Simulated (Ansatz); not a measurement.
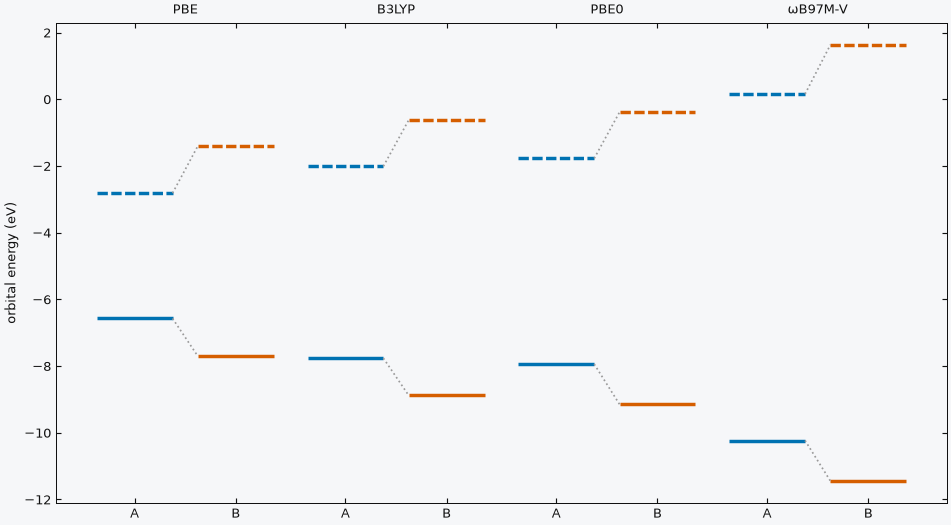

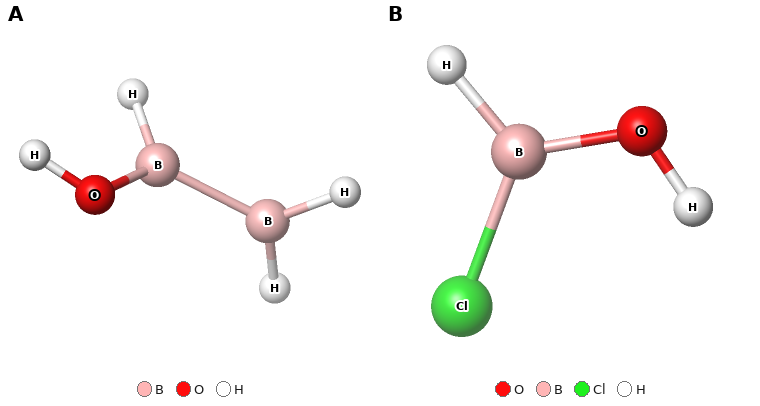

One change: A, B₂H₄O (SMILES BBO), becomes B, BH₂OCl (SMILES OBCl). BH₂ on B is replaced by Cl. HOMO (solid) and LUMO (dashed) computed in def2-TZVPP at PBE0-D4/def2-TZVP geometries, both minima by their frequencies, gas phase, the Ansatz code. Empty levels above zero depend strongly on the basis.

Question: What does the change do to HOMO and LUMO?

Answer: PBE: the HOMO falls by 1.13 eV, the LUMO rises by 1.42 eV, and the separation goes from 3.76 to 6.31 eV. B3LYP: the HOMO falls by 1.12 eV, the LUMO rises by 1.39 eV, and the separation goes from 5.76 to 8.26 eV. PBE0: the HOMO falls by 1.21 eV, the LUMO rises by 1.38 eV, and the separation goes from 6.17 to 8.76 eV. ωB97M-V: the HOMO falls by 1.21 eV, the LUMO rises by 1.47 eV, and the separation goes from 10.39 to 13.08 eV.

Question: Do the functionals agree on the effect?

Answer: They agree on the direction for both levels; the HOMO shift lies between −1.21 and −1.12 eV and the LUMO shift between 1.38 and 1.47 eV, while the separations themselves differ by up to 6.8 eV between functionals.
